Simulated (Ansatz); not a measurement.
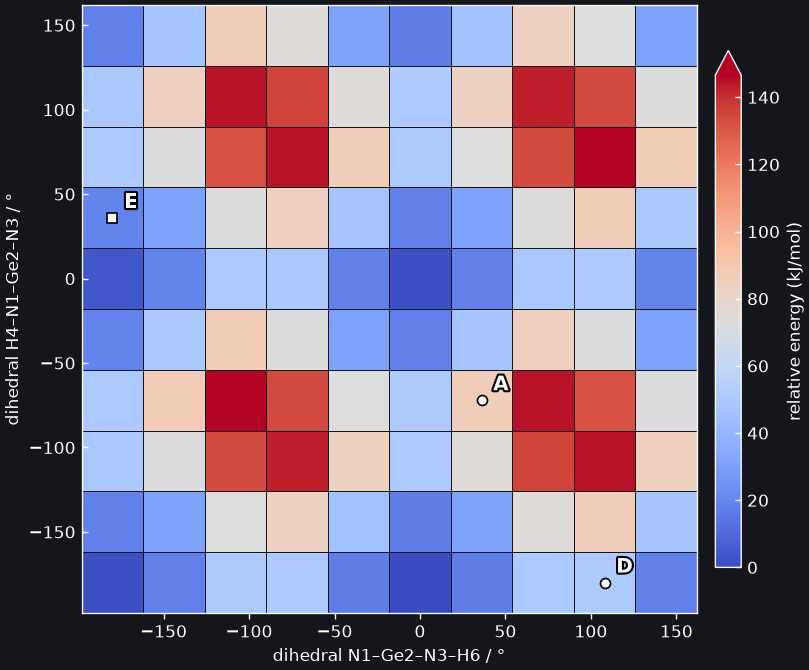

GeH₄N₂, SMILES [NH2][Ge][NH2]. The first coordinate is: dihedral N1–Ge2–N3–H6; the second: dihedral H4–N1–Ge2–N3. Nothing is relaxed (all other coordinates rigid). The scan uses a 10 × 10 grid; 50 points were computed and 50 follow by symmetry. Energies are in kJ/mol, from the lowest grid point. Energies and slopes of some neighbouring points disagree (a jump in structure or state, or too coarse a mesh). All numbers below come from RKS r2SCAN-D4/def2-TZVP (Ansatz 0.2.0).

Drawn: one coloured cell a grid point, one colour for all values above the top of the scale, lettered points.

**Rank the lettered points by energy, lowest first.**

E (19 kJ/mol), D (51 kJ/mol), A (86 kJ/mol).
